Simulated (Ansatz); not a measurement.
## Electronic structure of CHClGeIn (SMILES [Cl][In]1[CH]=[Ge]1) (doublet) in real space

```xyz
5

C    -1.8370   -2.0131    2.4827
Cl   -1.9281    1.5942    1.4588
Ge   -3.2868   -2.9332    2.9909
In   -3.3333   -0.2080    2.2158
H    -0.8160   -1.6914    2.2185
```

Geometry: PBE-D3(BJ)/def2-SVP; core potentials replace the inner electrons of In.

Computed with Ansatz 0.2.0, isolated molecule in a Gaussian basis; Kohn-Sham density functional theory, functional PBE0.

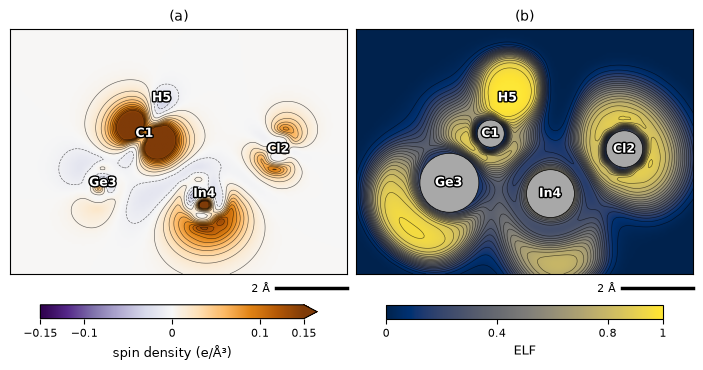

Figure 1. (a) spin density (α minus β); (b) electron localisation function on the molecular plane. Grey discs cover the atomic cores in the ELF map.

Question: What does the map show?

Answer: Atoms in the plane: C, Cl, Ge, In and H. C–Ge (1.79 Å): the ELF peaks at about 0.85 in the valence shell of C, 0.6 Å from its nucleus, and is about 0.40 at the midpoint. C–In (2.36 Å): the ELF peaks at about 0.75 in the valence shell of C, 0.7 Å from its nucleus, and drops to about 0.15 between the two atoms. In–Cl (2.41 Å): the ELF peaks at about 0.80 in the valence shell of Cl, 0.8 Å from its nucleus, and drops to about 0.15 between the two atoms. In–Ge (2.83 Å): the ELF is about 0.30 at the midpoint. C–H (1.10 Å): the ELF climbs to about 1 towards the hydrogen, as it does in any bond to H (an ordinary covalent bond to hydrogen). The ELF also peaks beside Cl2, away from the bonds: non-bonding electrons, paired or unpaired. The unpaired spin (1 electron) lies mostly on In4 (about 0.5), C1 (about 0.4) and Cl2 (about 0.1), in electrons by Hirshfeld's partition.

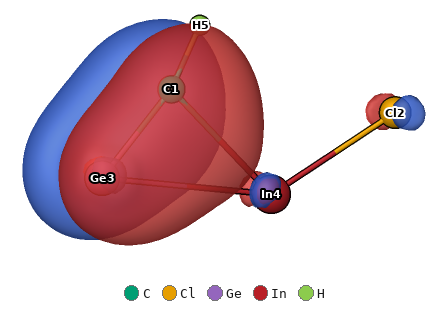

Figure 2. The HOMO (β) at ±0.1 Å⁻³ᐟ² (blue and red are the two phases), seen at a tilt.

Question: What is the character of this orbital?

Answer: It lies mainly on C1 (about 45 %), Ge3 (about 40 %) and In4 (about 10 %); it changes sign across the molecular plane (π type); π-bonding across C1–Ge3. Its energy is −7.03 eV.

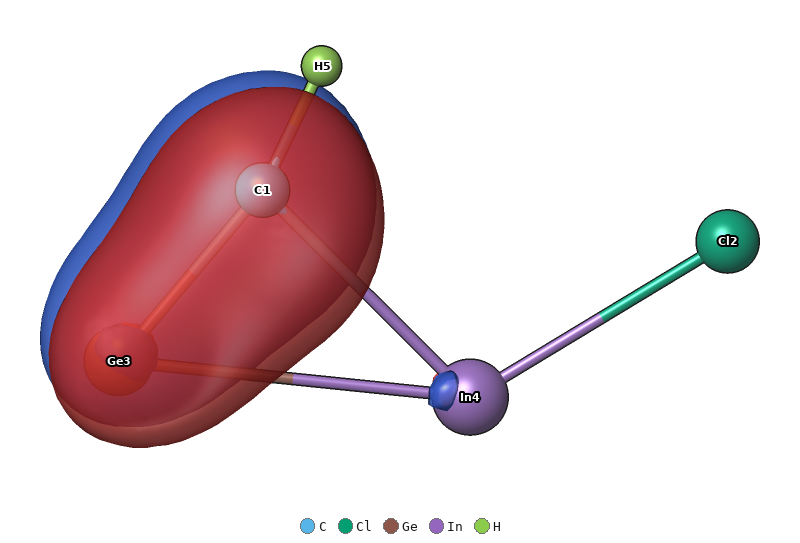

Figure 3. The HOMO−1 (α) at ±0.15 Å⁻³ᐟ² (blue and red are the two phases), seen across its widest extent.

Question: Where does this orbital lie, and at what energy?

Answer: Its weight (Hirshfeld) is mainly on C1 (about 50 %), Ge3 (about 35 %) and In4 (about 10 %); it changes sign across the molecular plane (π type); π-bonding across C1–Ge3 and Ge3–In4. Its energy is −7.24 eV.
